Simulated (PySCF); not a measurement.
**C4H6FNSi: density, localisation and related maps**

```xyz
13

C     2.5081   -1.1867    0.4418
C     1.5867   -0.4162    0.4096
Si    0.1696    0.7741    0.3848
N     0.3920    1.8511   -0.9344
C    -1.3935   -0.2103   -0.0523
C    -1.6023   -1.5044    0.1057
F    -2.4076    0.5441   -0.5675
H     3.3109   -1.8670    0.4613
H     0.0211    1.3725    1.7232
H     1.1769    2.4799   -0.9574
H    -0.4118    2.2640   -1.3783
H    -0.8219   -2.1225    0.5083
H    -2.5326   -1.9781   -0.1625
```

Geometry: GFN2-xTB.

These are results of wB97X-D/def2-SVPD, SCF density, gas phase in PySCF 2.14.0, not measurements.

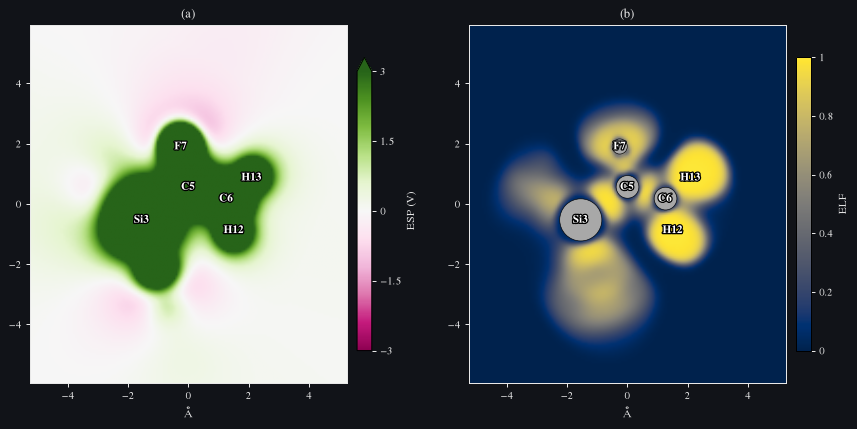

Figure 1. (a) molecular electrostatic potential; (b) electron localisation function on the plane of atoms Si3, C5 and C6. Grey discs cover the atomic cores in the ELF map.

**Interpret the plot.**

Atoms in the plane: Si, C, F and H.
C–F (1.36 Å): the ELF peaks at about 0.85 between the atoms: a polar covalent bond.
C–C (1.32 Å): the ELF peaks at about 0.95 between the atoms (a multiple bond).
C–Si (1.90 Å): the ELF peaks at about 1 between the atoms; a covalent bond.
The ELF also peaks beside F7, away from the bonds: lone-pair regions.
Outside the dense part of the molecule the potential is most negative (−0.9 V) near F7.

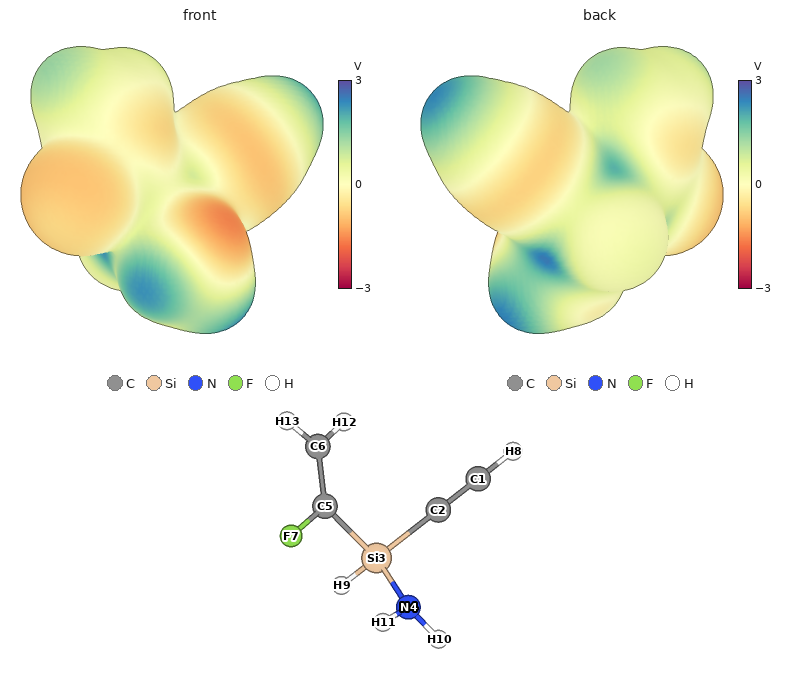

Figure 2. The molecular electrostatic potential painted on the density surface at 0.004 e/bohr³, seen from the front and from behind; red is negative and blue positive. The bare structure is drawn below in the same view.

**Which sites attract a positive test charge, and which a negative one?**

A positive charge is drawn to the negative regions and a negative charge to the positive ones. The most negative region (about −1.5 V) lies over N4, the most positive (about +2.4 V) over Si3, H8 and H10. N4 is the likeliest acceptor of a hydrogen bond.

**What dipole moment does the calculation give?**

Its dipole moment is 1.36 D.
